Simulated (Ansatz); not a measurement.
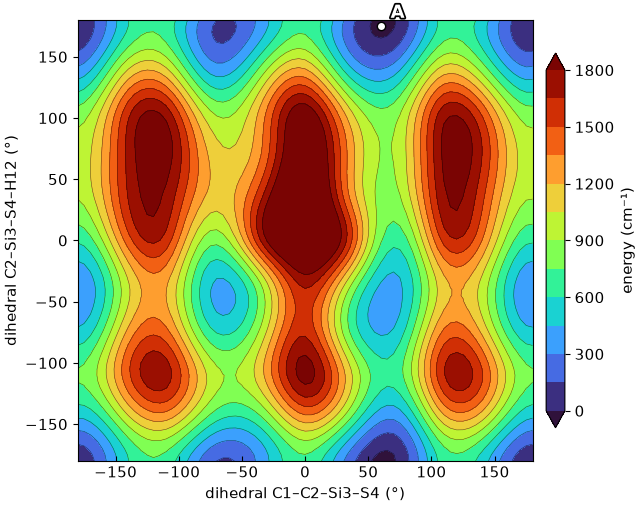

C₂H₇ClSSi, SMILES CC[SiH](S)Cl. 
- Coordinates scanned: (1) dihedral C1–C2–Si3–S4; (2) dihedral C2–Si3–S4–H12.
- Nothing is relaxed (all other coordinates rigid).
- The grid has 10 × 10 points.
- Points are written as (first, second).
- All energies are given in cm⁻¹ relative to the lowest grid point.
- Computed with RKS PBE0-D4/def2-SVP in Ansatz.

In the figure: filled contours, one colour for all values above the top of the scale, the point A. Between grid points the surface is interpolated.

**What is the easiest way out of the well at A, and how high is the barrier?**

The easiest path leads from the well at about (60°, 175°) to the well at about (65°, −55°), about 400 cm⁻¹ higher. Its highest point lies about 680 cm⁻¹ above the bottom of the first well on the interpolated surface, at about (65°, −105°). Seen from the upper well the barrier is about 280 cm⁻¹. The start is the relaxed structure and all else is held, so a fully relaxed path at this level can only be lower.

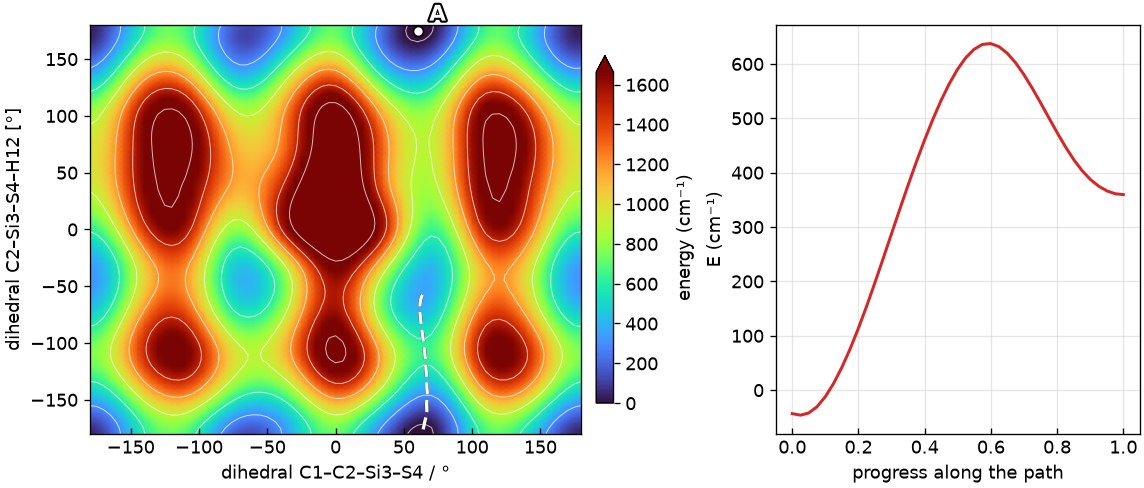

Drawn: a smooth colour map with a few white contour lines, a line along the lowest path, one colour for all values above the top of the scale, the energy along the path at the right. Between grid points the surface is interpolated.
